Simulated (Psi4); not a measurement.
# BSiH4O2F (SMILES OB(F)O[SiH3]): TPSSh/6-31G(d) (spherical functions)

What is the energy change on altering one bond length of BSiH4O2F at TPSSh/6-31G* (spherical functions)? 

The results are computed with Psi4 1.11.

1 further run of the same task is left out (it didn't finish).

**1. The system as given**

BSiH4O2F has 9 atoms, charge 0, and is taken as a singlet. SMILES: `OB(F)O[SiH3]`. The shape is that of a PBE0-D4/def2-TZVP optimisation. This is one conformer, not always the lowest.

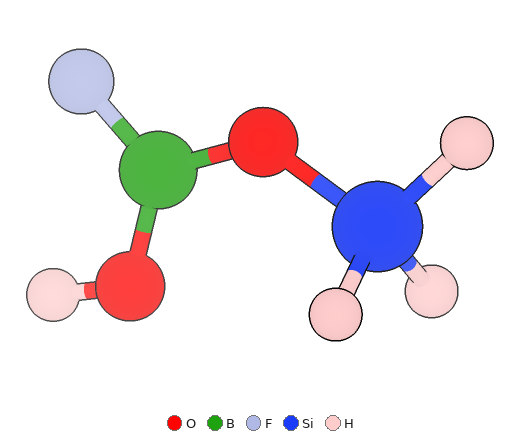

The structure, seen from a chosen angle (oxygen red, boron green, fluorine light blue, silicon blue, hydrogen pink).

**2. The energy at TPSSh/6-31G(d) (spherical functions)**

Contents of bfh4o2si.json:

```json
{
  "schema_name": "qcschema_input",
  "schema_version": 1,
  "molecule": {
    "schema_name": "qcschema_molecule",
    "schema_version": 2,
    "symbols": ["O", "B", "F", "O", "Si", "H", "H", "H", "H"],
    "geometry": [-3.05020694, 1.05201053, 0.74455209, -0.74719771, 2.1866021, 0.6665064, -0.52402105, 4.63134079, 1.24325082, 1.33962685, 0.88231313, 0.0117163, 1.76538215, -2.10685566, -0.8031336, -4.38888892, 2.17299607, 1.23606986, 4.50113866, -2.40732211, -1.30561178, 0.29196269, -2.69777302, -3.11389071, 0.97925608, -3.80023924, 1.28841527],
    "molecular_charge": 0,
    "molecular_multiplicity": 1,
    "fix_symmetry": "c1",
    "fix_com": true,
    "fix_orientation": true
  },
  "driver": "energy",
  "model": {
    "method": "tpssh",
    "basis": "6-31G*"
  },
  "keywords": {
    "puream": true,
    "e_convergence": 1e-09,
    "d_convergence": 1e-08,
    "scf_type": "pk",
    "dft_radial_points": 99,
    "dft_spherical_points": 590,
    "scf_properties": ["QUADRUPOLE", "MULLIKEN_CHARGES", "MAYER_INDICES"]
  }
}
```

Started as:

```bash
$ psi4 --qcschema bfh4o2si.json -n 1 --memory 2200MB
```

stdout:

```text
[...]
  Running in c1 symmetry.
[...]
  Nuclear repulsion =  222.106224998276275
[...]
  Multiplicity = 1
[...]
  Nalpha       = 24
  Nbeta        = 24
[...]
    Number of basis functions: 82
[...]
   @RKS iter   1:  -566.94924161833978   -3.78256e-01   1.04587e-02 DIIS/ADIIS
[...]
   @RKS iter  11:  -567.22207229945150   -1.87583e-11   6.85141e-09 DIIS
[...]
    Orbital Energies [Eh]
    ---------------------
    Doubly Occupied:
       1A    -66.007320     2A    -24.604014     3A    -19.091122
       4A    -19.079158     5A     -6.781444     6A     -5.238814
       7A     -3.588038     8A     -3.584791     9A     -3.584770
      10A     -1.172491    11A     -1.019971    12A     -0.988254
      13A     -0.577717    14A     -0.543141    15A     -0.498338
      16A     -0.456376    17A     -0.434050    18A     -0.399929
      19A     -0.375656    20A     -0.370339    21A     -0.343685
      22A     -0.332310    23A     -0.312921    24A     -0.303451
[...]
  @RKS Final Energy:  -567.22207229945150
   => Energetics <=
    Nuclear Repulsion Energy =            222.1062249982762751
    One-Electron Energy =               -1225.7410246262843430
    Two-Electron Energy =                 485.5260301397648277
    DFT Exchange-Correlation Energy =     -49.1133028112083423
    Empirical Dispersion Energy =           0.0000000000000000
    VV10 Nonlocal Energy =                  0.0000000000000000
    Total Energy =                       -567.2220722994516109
[...]
 Multipole Moments:
 ------------------------------------------------------------------------------------
     Multipole            Electronic (a.u.)      Nuclear  (a.u.)        Total (a.u.)
 ------------------------------------------------------------------------------------
 L = 1.  Multiply by 2.5417464519 to convert [e a0] to [Debye]
 Dipole X            :         -4.4758720            3.9619999           -0.5138721
 Dipole Y            :        -31.9954061           31.8613494           -0.1340567
 Dipole Z            :         -7.3854942            7.4330487            0.0475545
 Magnitude           :                                                    0.5331952
 L = 2.  Multiply by 1.3450342976 to convert [e a0^2] to [Debye ang]
 Quadrupole XX       :       -202.1775984          178.2486222          -23.9289762
 Quadrupole XY       :        119.6858853         -123.1798974           -3.4940120
[...]
  Mulliken Charges: (a.u.)
   Center  Symbol    Alpha    Beta     Spin     Total
       1     O     4.30108  4.30108  0.00000 -0.60216
       2     B     2.17033  2.17033  0.00000  0.65934
       3     F     4.64090  4.64090  0.00000 -0.28180
       4     O     4.26549  4.26549  0.00000 -0.53098
       5    SI     6.69391  6.69391  0.00000  0.61217
       6     H     0.28581  0.28581  0.00000  0.42839
       7     H     0.54743  0.54743  0.00000 -0.09485
       8     H     0.54753  0.54753  0.00000 -0.09506
       9     H     0.54753  0.54753  0.00000 -0.09505
   Total alpha = 24.00000, Total beta = 24.00000, Total charge =  0.00000
[...]
```

The result, in JSON:

```text
{
 "driver": "energy",
 "model": {
  "method": "tpssh",
  "basis": "6-31G*"
 },
 "success": true,
 "return_result": -567.2220722994515,
 "properties": {
  "calcinfo_nbasis": 82,
  "calcinfo_nmo": 82,
  "calcinfo_nalpha": 24,
  "calcinfo_nbeta": 24,
  "calcinfo_natom": 9,
  "nuclear_repulsion_energy": 222.10622499827628,
  "return_energy": -567.2220722994515,
  "scf_one_electron_energy": -1225.7410246262843,
  "scf_two_electron_energy": 485.5260301397648,
  "scf_xc_energy": -49.11330281120834,
  "scf_dipole_moment": [-0.5138720927088531, -0.13405674879005502, 0.04755453983706204],
  "scf_total_energy": -567.2220722994515,
  "scf_iterations": 11
 }
}
```

It took 41 s on 1 thread of AMD EPYC 7R43 (Zen 3), shared host; peak memory 1.5 GiB.

**3. The distorted shape: energy and forces at TPSSh/6-31G(d) (spherical functions)**

Contents of input.json:

```json
{
 "schema_name": "qcschema_input",
 "schema_version": 1,
 "molecule": {
  "schema_name": "qcschema_molecule",
  "schema_version": 2,
  "symbols": ["O", "B", "F", "O", "Si", "H", "H", "H", "H"],
  "geometry": [-2.31353878, 1.34745221, 1.8998664, -0.01052955, 2.48204377, 1.82182071, 0.2126471, 4.92678246, 2.39856512, 2.07629501, 1.1777548, 1.1670306, 2.5020503, -1.81141398, 0.3521807, -3.65222077, 2.46843774, 2.39138416, 5.23780681, -2.11188044, -0.15029748, 0.29196269, -2.69777302, -3.11389071, 1.71592423, -3.50479756, 2.44372957],
  "molecular_charge": 0,
  "molecular_multiplicity": 1,
  "fix_symmetry": "c1",
  "fix_com": true,
  "fix_orientation": true
 },
 "driver": "gradient",
 "model": {
  "method": "tpssh",
  "basis": "6-31G*"
 },
 "keywords": {
  "reference": "rks",
  "puream": true,
  "e_convergence": 1e-09,
  "d_convergence": 1e-08,
  "scf_type": "pk",
  "dft_radial_points": 99,
  "dft_spherical_points": 590
 }
}
```

Started as:

```bash
$ psi4 --qcschema input.json -n 1 --memory 2200MB
```

stdout (excerpt; [...] marks lines left out):

```text
[...]
  Running in c1 symmetry.
[...]
  Nuclear repulsion =  219.717760316611418
[...]
  Multiplicity = 1
[...]
  Nalpha       = 24
  Nbeta        = 24
[...]
    Number of basis functions: 82
[...]
   @RKS iter   1:  -566.86612496386783   -4.21353e-01   1.05312e-02 DIIS/ADIIS
[...]
   @RKS iter  12:  -567.14838535349372   -4.32010e-12   5.96031e-09 DIIS
[...]
  @RKS Final Energy:  -567.14838535349372
   => Energetics <=
    Nuclear Repulsion Energy =            219.7177603166114181
    One-Electron Energy =               -1220.3463916432392580
    Two-Electron Energy =                 482.4708668771716589
    DFT Exchange-Correlation Energy =     -48.9906209040374918
    Empirical Dispersion Energy =           0.0000000000000000
    VV10 Nonlocal Energy =                  0.0000000000000000
    Total Energy =                       -567.1483853534937225
[...]
 Multipole Moments:
 ------------------------------------------------------------------------------------
     Multipole            Electronic (a.u.)      Nuclear  (a.u.)        Total (a.u.)
 ------------------------------------------------------------------------------------
 L = 1.  Multiply by 2.5417464519 to convert [e a0] to [Debye]
 Dipole X            :        -38.8613805           38.5854032           -0.2759774
 Dipole Y            :        -45.7101677           45.7471081            0.0369404
 Dipole Z            :        -61.2212947           61.7328210            0.5115263
 Magnitude           :                                                    0.5823979
[...]
  -Total Gradient:
     Atom            X                  Y                   Z
    ------   -----------------  -----------------  -----------------
       1       -0.003151380249     0.011118772351     0.002607009096
       2        0.010946115416    -0.005349243983    -0.002051144555
       3       -0.002215062181    -0.006689878797    -0.001689722125
       4       -0.010813026343     0.003040837710     0.004151241127
       5        0.027483074957     0.016096048312     0.043969957951
       6        0.006564232078    -0.006892985537    -0.002559702007
       7        0.002752101221     0.000285510882     0.003178028245
       8       -0.033438134755    -0.012280005000    -0.051353355233
       9        0.001841775807     0.000691931353     0.003719496058
[...]
```

Wall time 49 s (1 thread of AMD EPYC 7R43 (Zen 3), shared host); peak memory 1.5 GiB.

**4. Outcome**

At TPSSh/6-31G* (spherical functions):

```
                                                          quantity          value
                                         first shape: total energy  -567.22207 Eh
                                        first shape: dipole moment         1.36 D
                                          first shape: HOMO energy       -8.26 eV
                                          first shape: LUMO energy        0.23 eV
                                        first shape: HOMO–LUMO gap        8.49 eV
                                     distorted shape: total energy  -567.14839 Eh
                                    distorted shape: dipole moment         1.48 D
                                      distorted shape: HOMO energy       -7.23 eV
                                      distorted shape: LUMO energy       -1.29 eV
                                    distorted shape: HOMO–LUMO gap        5.94 eV
                         distorted shape: largest force on an atom     3.214 eV/Å
energy change with the Si5–H8 bond stretched from 1.484 to 2.225 Å       2.005 eV
```

With the Si5–H8 bond stretched from 1.484 to 2.225 Å the energy rises by 2.01 eV (193 kJ/mol). The first shape isn't relaxed at this level, so the change isn't measured from a minimum.
